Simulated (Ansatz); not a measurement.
**AlBH2OS: vertical ionisation energy**

Aim: the vertical ionisation energy of AlBH2OS, as cation minus neutral at the neutral's geometry, on several levels, and how well −ε(HOMO) stands in for it.

Computed with Ansatz 0.2.0, Gaussian basis. Level: unrestricted cation, the program's frozen cores in correlated methods.

Plan: UKS PBE-D4/def2-TZVPP; UKS r2SCAN-D4/def2-TZVPP; UKS PBE0-D4/def2-TZVPP; UKS B3LYP-D4/def2-TZVPP; UKS wB97X-V/def2-TZVPP; UKS wB97M-V/def2-TZVPP; UKS B2PLYP/def2-TZVPP; UHF-CCSD(T)/def2-TZVPP; UHF-MP2/def2-QZVPP; extrapolation to the limit; then −ε(HOMO) from the neutral's earlier runs with LDA (SPW92), PBE-D4, revPBE-D4, BLYP-D4, r2SCAN-D4, B97M-V, PBE0-D4, B3LYP-D4, r2SCANh-D4, r2SCAN0-D4, HSE06-D4, BHLYP-D4, CAM-B3LYP-D4, LC-ωPBE, ωB97X-V, ωB97M-V.

## (1) The relaxed structure

An earlier PBE0-D4 in a triple-zeta def2 set relaxation fixed the geometry.

SMILES `S[B]1[O][AlH]1`, 6 atoms, charge 0, spin multiplicity 1.

Atoms are counted from 1 here; the program's logs count them from 0.

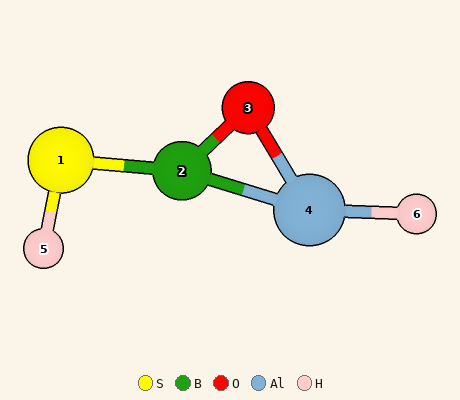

The geometry (sulfur yellow, boron green, oxygen red, aluminium light blue, hydrogen pink); atoms are numbered from 1 in the order of the file.

Geometry (Å):

```
S    -0.7477   -0.0980   -2.1109
B    -0.0348   -0.1126   -0.4659
O     1.0679   -0.7242    0.0002
Al    0.4254    0.1192    1.4450
H    -1.7798    0.6921   -1.7804
H     1.1111    0.0596    2.8658
```

## (2) Cation, UKS PBE-D4/def2-TZVPP

The input, in.yaml:

```yaml
crystal:
  periodic: [false, false, false]
  atoms:
    - {symbol: S, position_ang: [-0.747688, -0.098001, -2.110895]}
    - {symbol: B, position_ang: [-0.034787, -0.112630, -0.465908]}
    - {symbol: O, position_ang: [1.067887, -0.724212, 0.000189]}
    - {symbol: Al, position_ang: [0.425395, 0.119234, 1.445029]}
    - {symbol: H, position_ang: [-1.779817, 0.692146, -1.780443]}
    - {symbol: H, position_ang: [1.111112, 0.059563, 2.865827]}
basis:
  gaussian: {orbitals: def2-TZVPP}
total_charge: 1
magnetization: {spin_polarized: true, initial_magnetization: 1}
hamiltonian: {xc: pbe, dispersion: d4}
```

Started as:

```bash
$ ansatz run in.yaml --threads 2 --pin off --events-out ev --progress --plain --max-ram 4352MiB
```

After this run come: Cation, UKS r2SCAN-D4/def2-TZVPP; Cation, UKS PBE0-D4/def2-TZVPP; Cation, UKS B3LYP-D4/def2-TZVPP; Cation, UKS wB97X-V/def2-TZVPP; Cation, UKS wB97M-V/def2-TZVPP; Cation, UKS B2PLYP (frozen core)/def2-TZVPP; Cation, UHF-CCSD(T)/def2-TZVPP; Cation, UHF-MP2/def2-QZVPP.

Q: Predict the results of all the runs planned. Wanted: ionisation energy, CCSD(T)/CBS; nearest functional by difference; nearest −ε(HOMO); −ε(HOMO) of PBE; T1 of the cation.

The runs gave:

| quantity | value |
| --- | --- |
| ionisation energy, CCSD(T)/CBS | 8.46 eV |
| nearest functional by difference | ωB97M-V (-0.10 eV) |
| nearest −ε(HOMO) | ωB97X-V (-0.02 eV) |
| −ε(HOMO) of PBE | 5.24 eV |
| T1 of the cation | 0.020 |

By cation minus neutral, the functionals miss by 0.31 eV at most. The PBE orbital energy is 3.2 eV too small: a semilocal HOMO is no ionisation energy. Among orbital estimates ωB97X-V comes nearest. Hartree-Fock falls 0.98 eV short, as the neutral has more correlation energy than the cation.
